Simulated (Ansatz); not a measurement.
# Calculations on TiNH4OF3

**1. Relaxation**

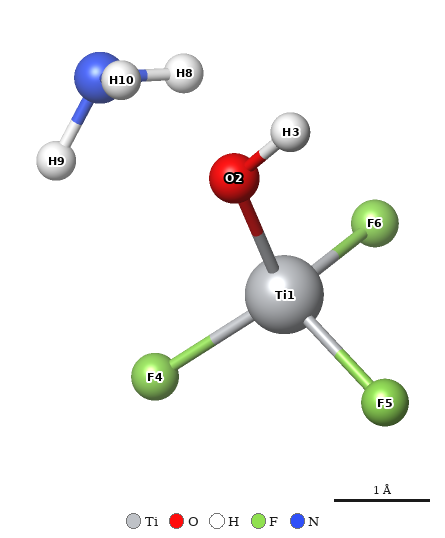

TiNH4OF3, before the relaxation. Style: ball-and-stick. Shown from a free direction.

The run prepares an end point of a later path (reaction) calculation, from a guessed geometry.

Method: RKS PBE0/def2-SVP (Ansatz).

Input
```yaml
crystal:
  periodic: [false, false, false]
  atoms:
    - { symbol: Ti, position_ang: [-0.087565, 0.116094, 0.052183] }
    - { symbol: O, position_ang: [-0.207693, 0.126554, 1.904629] }
    - { symbol: H, position_ang: [-1.026021, 0.17425, 2.419441] }
    - { symbol: F, position_ang: [1.551218, 0.324339, -0.473004] }
    - { symbol: F, position_ang: [-1.021861, 1.443113, -0.540405] }
    - { symbol: F, position_ang: [-0.830125, -1.296455, -0.629851] }
    - { symbol: "N", position_ang: [1.544815, -2.384752, 1.343673] }
    - { symbol: H, position_ang: [0.842808, -2.784642, 0.723499] }
    - { symbol: H, position_ang: [2.240667, -1.910604, 0.769968] }
    - { symbol: H, position_ang: [1.079656, -1.672397, 1.936867] }
basis:
  gaussian: { orbitals: def2-SVP }
hamiltonian:
  xc: pbe0
relax:
  f_tol: 0.03
  max_steps: 50
```

Command:
```bash
ansatz run input.yaml --threads 4 --pin off --max-ram 5120MiB --backend cpu --events-out ev --progress --plain --runs-dir out
```

### Predict the outcome.

The largest move after the best rigid fit is that of N7, 0.64 Å. By element the largest moves are N 0.64 Å, H 0.56 Å, F 0.33 Å, Ti 0.32 Å, O 0.20 Å. Among the contacts that change: Ti1–N7 3.254 → 2.309 Å, Ti1–H9 3.169 → 2.849 Å, Ti1–H8 3.119 → 2.846 Å, Ti1–O2 1.856 → 1.798 Å. New bonds form, among them: Ti1–N7 (3.25 → 2.31 Å). Bond angles that change, for instance: O2–Ti1–F5 107.6° → 96.7°, F4–Ti1–F5 108.4° → 99.8°, Ti1–O2–H3 125.9° → 119.4°. Groups turn about Ti1–O2 by about 50°. After 11 accepted moves (12 points after the start) the energy has fallen by 0.811 eV. Largest force component: 2 eV/Å at the start, 0.021 eV/Å at the end. The line search rejected the trial step at point 3 of the run.

History of the run:

```json
{"step": "0", "E − E(0), eV": "0.0000", "largest force component, eV/Å": "1.9976", "note": ""}
{"step": "1", "E − E(0), eV": "-0.1000", "largest force component, eV/Å": "1.0091", "note": ""}
{"step": "2", "E − E(0), eV": "-0.1334", "largest force component, eV/Å": "0.4556", "note": ""}
{"step": "3", "E − E(0), eV": "-0.1288", "largest force component, eV/Å": "0.5183", "note": "rejected"}
{"step": "4", "E − E(0), eV": "-0.1549", "largest force component, eV/Å": "0.2887", "note": ""}
{"step": "5", "E − E(0), eV": "-0.1768", "largest force component, eV/Å": "0.6805", "note": ""}
{"step": "6", "E − E(0), eV": "-0.2088", "largest force component, eV/Å": "0.4524", "note": ""}
{"step": "7", "E − E(0), eV": "-0.2496", "largest force component, eV/Å": "1.1750", "note": ""}
{"step": "8", "E − E(0), eV": "-0.5890", "largest force component, eV/Å": "1.2093", "note": ""}
{"step": "9", "E − E(0), eV": "-0.7918", "largest force component, eV/Å": "0.5452", "note": ""}
{"step": "10", "E − E(0), eV": "-0.8099", "largest force component, eV/Å": "0.0803", "note": ""}
{"step": "11", "E − E(0), eV": "-0.8111", "largest force component, eV/Å": "0.0333", "note": ""}
{"step": "12", "E − E(0), eV": "-0.8114", "largest force component, eV/Å": "0.0205", "note": ""}
```

The structure at the end:

```xyz
10

Ti    0.0048   -0.1574    0.1980
O    -0.3469   -0.0083    1.9547
H    -0.9245    0.6992    2.2642
F     1.5898    0.3721   -0.3546
F    -0.9622    1.2083   -0.3210
F    -0.8069   -1.4481   -0.6814
N     1.2432   -1.9296    1.0078
H     0.9181   -2.8181    0.6284
H     2.2339   -1.8299    0.7895
H     1.1366   -1.9528    2.0214
```

The end point in the same view:

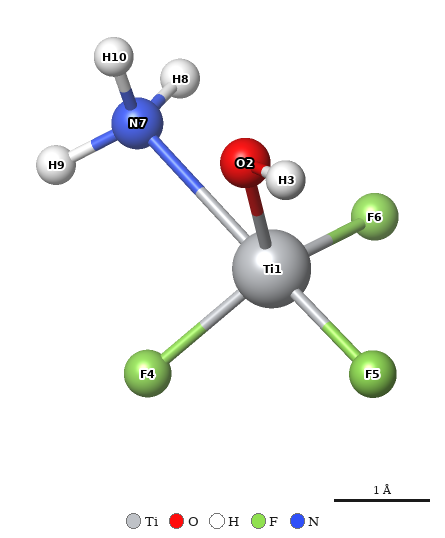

Limits of the set-up: the start holds two separate molecules, 2.2 Å apart at their closest, whose relative position is a soft coordinate and is computed without a dispersion correction.

**2. Relaxation**

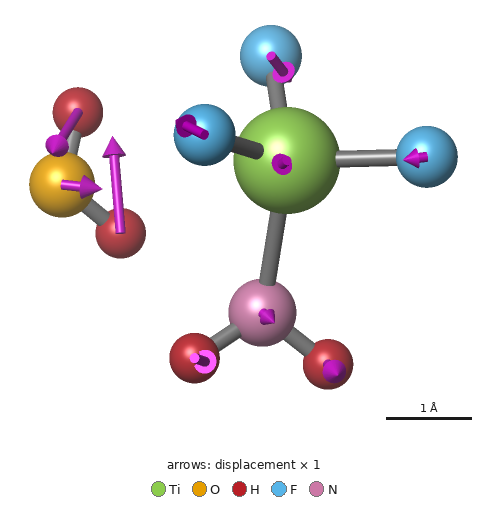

This is a relaxation of TiNH4OF3. The starting structure is drawn; purple arrows show the displacements, at their true length. The two geometries are superimposed by the best rigid fit.

A ball-and-stick model, seen at a tilt.

The run prepares an end point of a later path (reaction) calculation, from a guessed geometry.

These are results of RKS PBE0/def2-SVP in Ansatz 0.2.0, not measurements. Set-up: no spin polarisation; force threshold 0.03 eV/Å; at most 50 steps.

**Describe the change and its energy.**

The atom that moves furthest after the best rigid fit is an H atom (1.30 Å). Largest moves by element: H 1.30 Å, F 0.65 Å, O 0.51 Å, Ti 0.36 Å, N 0.24 Å. Some distances before and after: O–Ti 3.108 → 2.337 Å, H–Ti 3.215 → 2.692 Å, H–Ti 2.906 → 2.693 Å, N–Ti 1.990 → 1.847 Å. New bonds form, among them: O–Ti (3.11 → 2.34 Å). Among the angles between lasting bonds that change: F–Ti–N 105.5° → 98.5°, F–Ti–F 109.1° → 104.0°, F–Ti–N 111.2° → 116.3°. After 16 accepted moves (18 points after the start) the energy has fallen by 13.0 kcal/mol. Largest force component: 1.6 eV/Å at the start, 0.012 eV/Å at the end. The line search rejected the trial steps at points 8, 14 of the run.

Limits of the set-up: the start holds two separate molecules, 2.3 Å apart at their closest, whose relative position is a soft coordinate and is computed without a dispersion correction.

**3. Path**

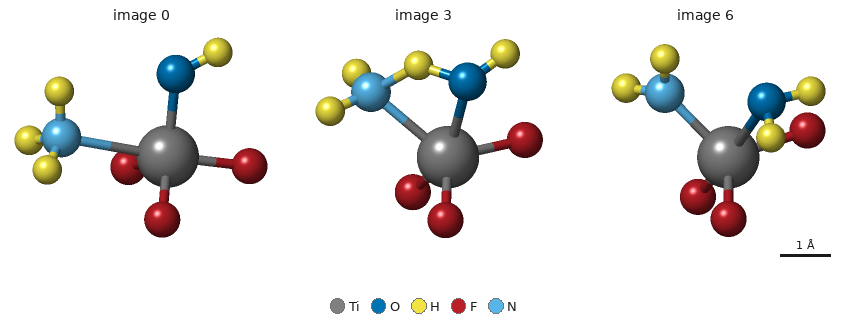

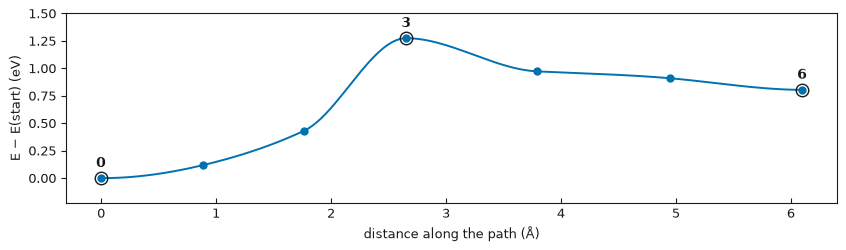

A nudged-elastic-band calculation for TiNH4OF3. Images are numbered from 0 (start) to 6 (end). Style: ball-and-stick. Shown at a tilt.

Method: RKS PBE0/def2-SVP (Ansatz). Settings: 5 movable images; climbing image; force threshold 0.05 eV/Å; iteration limit 60; starting path through a guess of the saddle point.

Q: Describe the mechanism and the energy profile.

A: The highest point, image 3, lies 1.28 eV above the start and 0.47 eV above the end; the end is at +0.80 eV relative to the start. A hydrogen atom shifts from one atom to another. Breaking: H–N (1.02 → 3.32 Å). Forming: H–O (2.45 → 0.97 Å). The band converged in 25 iterations. The largest component of the band force went from 190 to 0.03 eV/Å. The climbing image converged on the top of the path. Its vibrational analysis gives one imaginary mode (853i cm⁻¹), as a transition state must have.
